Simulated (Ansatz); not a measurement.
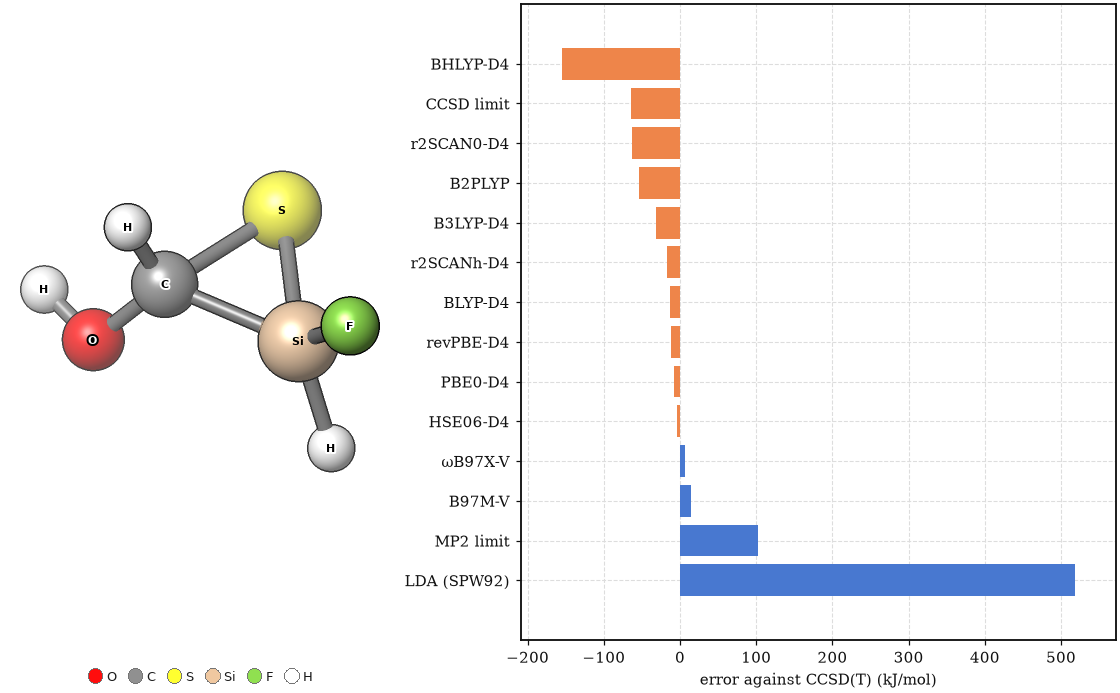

Error in the electronic atomisation energy (method less reference, so positive means overbinding) of CH₃FOSSi, SMILES O[C@@H]1S[Si@H]1F: functionals in def2-TZVPP against frozen-core CCSD(T) at the limit (MP2 extrapolated from triple and quadruple zeta, plus CCSD(T) less MP2 in a smaller set), which gives 2988.3 kJ/mol, at a PBE0-D4/def2-TZVP geometry (a minimum by its frequencies), no zero-point or spin-orbit term, the Ansatz code 0.2.0. The reference leaves out core correlation, a term that grows with the number of heavy atoms. B2PLYP holds a correlation term that converges slowly with the basis, so part of the distance to the limit is basis error. No dispersion term is added to B2PLYP. Limit means the basis limit.

### Which of these levels overbind, and which underbind?

Overbind: MP2 limit and LDA (SPW92). Underbind: BHLYP-D4, CCSD limit, r2SCAN0-D4, B2PLYP and B3LYP-D4. Within 25 kJ/mol of zero, too close to call in view of what the reference leaves out: r2SCANh-D4, BLYP-D4, revPBE-D4, PBE0-D4, HSE06-D4, ωB97X-V and B97M-V.

### Give the values.

```csv
level,kJ/mol
BHLYP-D4,−155.4
CCSD limit,−64.6
r2SCAN0-D4,−63.1
B2PLYP,−53.7
B3LYP-D4,−31.4
r2SCANh-D4,−17.0
BLYP-D4,−13.5
revPBE-D4,−11.9
PBE0-D4,−7.3
HSE06-D4,−4.3
ωB97X-V,6.9
B97M-V,14.0
MP2 limit,102.0
LDA (SPW92),518.3
```
